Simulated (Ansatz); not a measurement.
## Fields on a plane of Al2ZnSe4 (space group I-4)

```yaml
crystal:
  lattice:
    - [-2.75793, 2.75793, 5.41481]
    - [2.75793, -2.75793, 5.41481]
    - [2.75793, 2.75793, -5.41481]
  atoms:
    - { symbol: Al, position: [0.25000, 0.75000, 0.50000] }
    - { symbol: Al, position: [0.50000, 0.50000, 0.00000] }
    - { symbol: Zn, position: [0.00000, 0.00000, 0.00000] }
    - { symbol: Se, position: [0.39986, 0.89222, 0.02496] }
    - { symbol: Se, position: [0.10778, 0.13274, 0.50764] }
    - { symbol: Se, position: [0.86726, 0.37490, 0.97504] }
    - { symbol: Se, position: [0.62510, 0.60014, 0.49236] }
```

The slice is a (001) plane (indices of the conventional cell) through the point (0.867, 0.375, 0.975) (fractional), spanned by u = [101] and v = [011] in vectors of this cell: u (5.52 Å) and v (5.52 Å, at 90° to u). It covers one period; positions are fractions (u, v).

Atoms on it: Se at (0.53, 0.52); Se at (0.00, 0.00).

These are PBEsol (plane waves to 420 eV, PAW, scalar-relativistic; Ansatz, an electronic-structure program) values and carry that method's errors. k mesh 9×9×9. These are valence fields of a PAW run, semicore shells included where kept as valence: close to a nucleus they are smooth pseudo fields. Al2ZnSe4 was relaxed with its symmetry unable to fall.

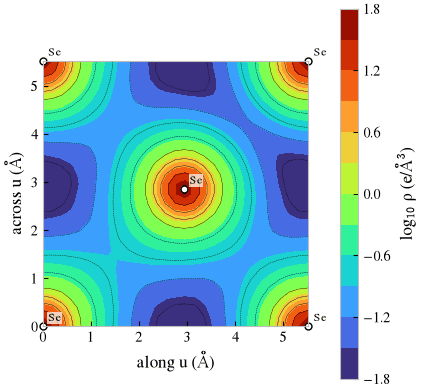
Log₁₀ of the valence density in e/Å³, one period of the plane, atoms marked. The scale is logarithmic, as a density can span decades between atoms and voids.

```
|xxxxx -*#%%%@@@@@@@@%#= xxxx|
|xxxxx =*#%%%@@@@@@@@@#+ xxxx|
|xxxxx.+*#%%%%@@@@@@@@%*:xxxx|
|xxxx =**##%%%@@@@@@@@@%+.xxx|
|x  .=+**###%%%%@@@@@@@%#+:  |
|--=+***########%%%@@@@@%%*+=|
|########*##***++*##%@@@@@%%#|
|%%%%####***+-:  .-+#%@@@@@@%|
|@@%%%###**=: xxxxx =#%@@@@@@|
|@@@%%%##*+: xxxxxxx =#@@@@@@|
|@@@%%%%#*= xxxxxxxxx.*%@@@@@|
|@@@@%%%#*- xxxxxxxxx =#@@@@@|
|@@@%%%%#*:xxxxxxxxxx =#%@@@@|
|@@%%%%%#+:xxxxxxxxxx -#%%@@@|
|%%%%%###+: xxxxxxxxx =*%%%%@|
|%%%%###*+- xxxxxxxxx =*#%%%%|
|%%%##**++=. xxxxxxx :+*##%%%|
|%%##*+++==-. xxxxx :=+**###%|
|###**+======:.   .-=++***###|
|###*+==--==+++===++++++***##|
|+**++=----=+********++++***+|
|::-====--=++*######**++++=-:|
|x  .-=====+*##%%%###**+=-.  |
|xxxx -=+++**##%%%%###*+- xxx|
|xxxxx.=+**###%%%%%%##*=.xxxx|
|xxxxx -**###%%%%%%%%#*= xxxx|
|xxxxx :*##%%%%%@@@@%%*- xxxx|
|xxxxxx:*#%%%%@@@@@@@%*-xxxxx|
```
Scale: ten equal steps from -2.00 (start of ' ') to 6.28 (end of '@'), in the order ' .:-=+*#%@'. Values: electrostatic potential energy of an electron, from the cell's mean, in eV. The map has 28 points along u (one character each, u = 0 at the left) and 28 along v (v = 0 in the bottom row). Points within 1 Å of a nucleus are blanked (x), as the pseudised field means little there. Values under -2 eV are set to -2. The zero, the cell's mean, hangs on the PAW cores.
